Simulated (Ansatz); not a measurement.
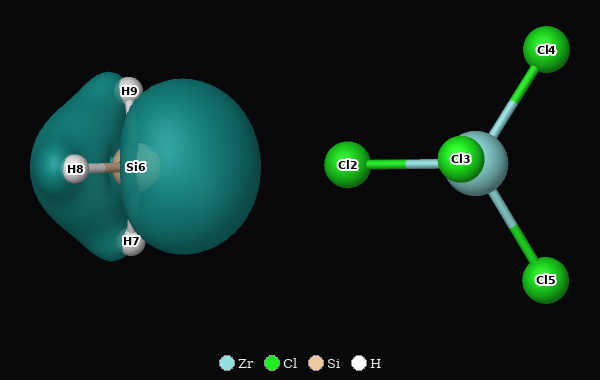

Figure. Cl4Zr···H3Si (doublet). Isosurface of the spin density at +0.015 e/Å³ (teal), seen at a tilt.

Core potentials replace the inner electrons of Zr.

Level of theory: Ansatz 0.2.0, UKS PBE/def2-SVP.

```xyz
9

Zr    0.0006    0.0000   -0.4090
Cl    0.0005    0.0000    1.9288
Cl    2.2065    0.0001   -1.1785
Cl   -1.1023    1.9104   -1.1786
Cl   -1.1022   -1.9105   -1.1786
Si   -0.0001    0.0000    5.7917
H    -0.7750   -1.2067    6.2464
H     1.4324   -0.0677    6.2462
H    -0.6577    1.2744    6.2463
```

### Which atoms carry the spin?

The unpaired spin (1 electron) lies mostly on Si6 (about 0.8), in electrons by Hirshfeld's partition.
